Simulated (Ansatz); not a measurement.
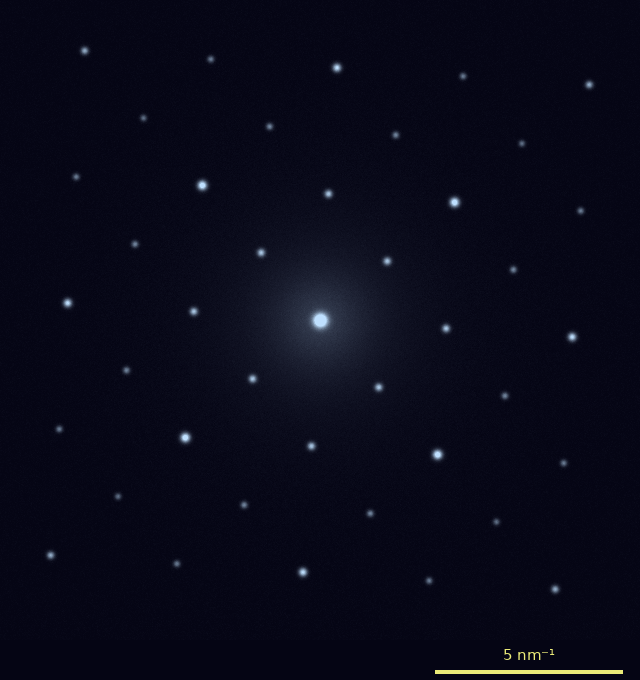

Computed electron diffraction pattern, 100 kV, single scattering only, B = 0.5 Å².

It belongs to Sb2Mo, space group Pn-3m (No. 224), a = 5.891 Å. Structure: the end point of a relaxation with DFT PBE, scalar-relativistic, plane waves, PAW (Ansatz 0.2.0); the starting structure was generated, so it need not be a known form of this composition.

Measure the pattern against the scale bar and name the zone.

The spots form a square net with both shortest vectors at d = 4.17 Å, 90.0° apart. They index as 1 -1 0 and 1 1 0, so the zone axis is [001] (or an equivalent direction of <001>).

Which reflections of this zone are missing, and why?

A glide plane extinguishes reflections such as 1 -2 0, 1 2 0, 2 -1 0; a screw axis and a glide plane both extinguish reflections such as 0 1 0, 1 0 0, 0 3 0.

List the strongest reflections.

Strongest reflections with d > 1.25 Å, one of each family (|F|² from tabulated Gaussian fits of the electron scattering factors, times a small damping for the curvature of the Ewald sphere):

```json
{"hkl": "2 2 0", "d (Å)": "2.083", "I (strongest = 100)": "100"}
{"hkl": "4 0 0", "d (Å)": "1.473", "I (strongest = 100)": "47"}
{"hkl": "2 0 0", "d (Å)": "2.946", "I (strongest = 100)": "28"}
{"hkl": "1 1 0", "d (Å)": "4.166", "I (strongest = 100)": "26"}
{"hkl": "3 1 0", "d (Å)": "1.863", "I (strongest = 100)": "7"}
{"hkl": "4 2 0", "d (Å)": "1.317", "I (strongest = 100)": "6"}
```
